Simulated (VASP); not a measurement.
Band structure of YN (rock salt). Computed with SCAN meta-GGA, VASP's PBE PAW potentials (set 64) (plane waves; VASP 6.6.1).

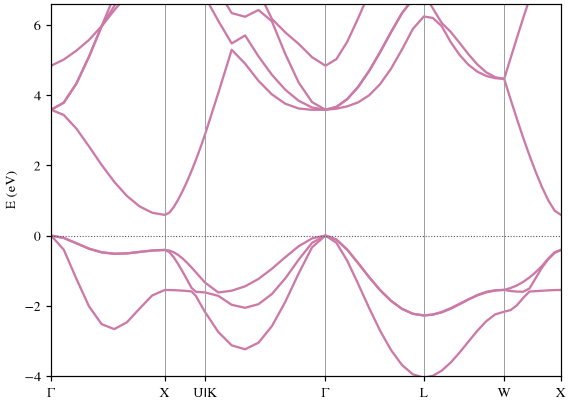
Figure: Bands along high-symmetry lines, zero at the valence-band maximum or, without a gap, the Fermi level

Q: Read the plot: is there a gap, and where are the band edges?

A: The gap is indirect, 0.59 eV, from the valence maximum at Γ to the conduction minimum at X.

The compound is YN in the rock salt structure. It was relaxed first.
